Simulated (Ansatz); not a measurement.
The structure below was relaxed with plane-wave PAW DFT at the r2SCAN level (Ansatz, a first-principles code, 500 eV), scalar-relativistic without spin-orbit coupling, earlier PAW set, at pressure 3 GPa.

```xyz
6
Lattice="4.5812 0.0000 0.0000 0.0000 4.5812 0.0000 0.0000 0.0000 3.0263" Properties=species:S:1:pos:R:3 pbc="T T T"
Mg     2.2906     2.2906     1.5132
Mg     0.0000     0.0000     0.0000
F      3.1953     3.1953     0.0000
F      1.3859     1.3859     0.0000
F      3.6765     0.9047     1.5132
F      0.9047     3.6765     1.5132
```

Question: Find the space group and the Wyckoff positions.

Answer: Space group P4₂/mnm (No. 136); a = 4.581 Å, b = 4.581 Å, c = 3.026 Å, α = 90.00°, β = 90.00°, γ = 90.00°

| atom | site | symmetry | x | y | z |
|---|---|---|---|---|---|
| Mg | 2a | m.mm | 0.0000 | 0.0000 | 0.0000 |
| F | 4f | m.2m | 0.3025 | 0.3025 | 0.0000 |

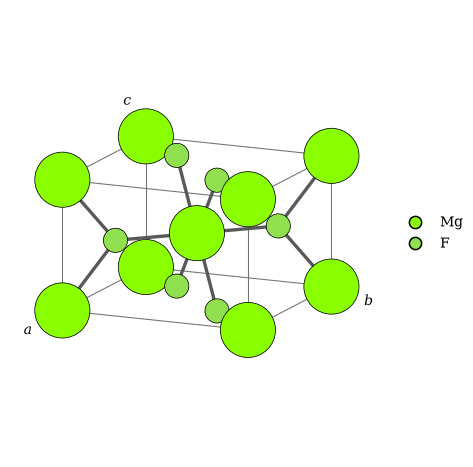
Fig. 1. The conventional cell

Load acts through the strain it causes; cell and atoms are relaxed under it. Stability against distortions was not tested. The cell was made from MgF2 in the rutile structure (space group P4_2/mnm, No. 136) by this change: pressure 3 GPa.
